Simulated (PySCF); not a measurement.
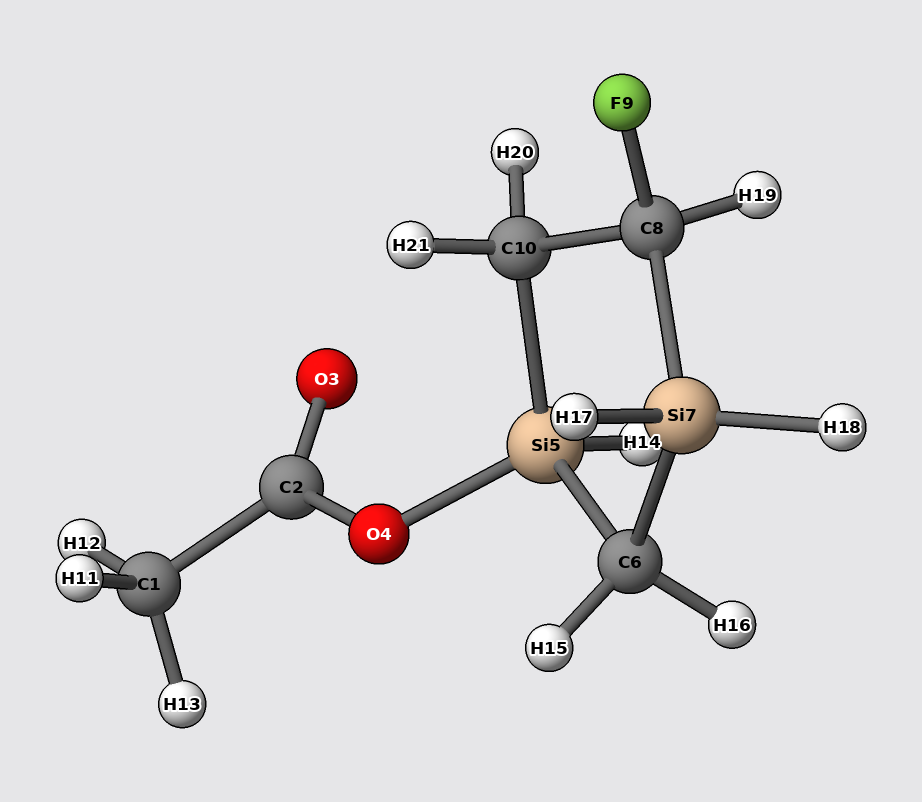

The questions are on isotropic NMR shieldings of the H atoms. Computed geometry: GFN2-xTB optimisation. No frequency run is at hand to confirm it as a minimum. Level of theory: GIAO PBE0/pcSseg-1 NMR shielding, non-relativistic, gas phase (PySCF 2.14.0).

### Which H atom is the most shielded (lowest chemical shift)?

H16 (31.73 ppm).

### Which H atom is the least shielded (highest chemical shift)?

H14 (26.36 ppm).

### How wide is the range of H shifts?

5.37 ppm.

Give the isotropic NMR shieldings of the H atoms atom by atom.

```
atom  σ (ppm)
 H11    29.41
 H12    29.79
 H13    29.41
 H14    26.36
 H15    31.46
 H16    31.73
 H17    27.41
 H18    27.34
 H19    26.55
 H20    29.37
 H21    30.38
```

The geometry is semi-empirical. Around Si such bond lengths and angles can be off by a tenth of an ångström or more and by several degrees, and values that hang on the shape move with them.
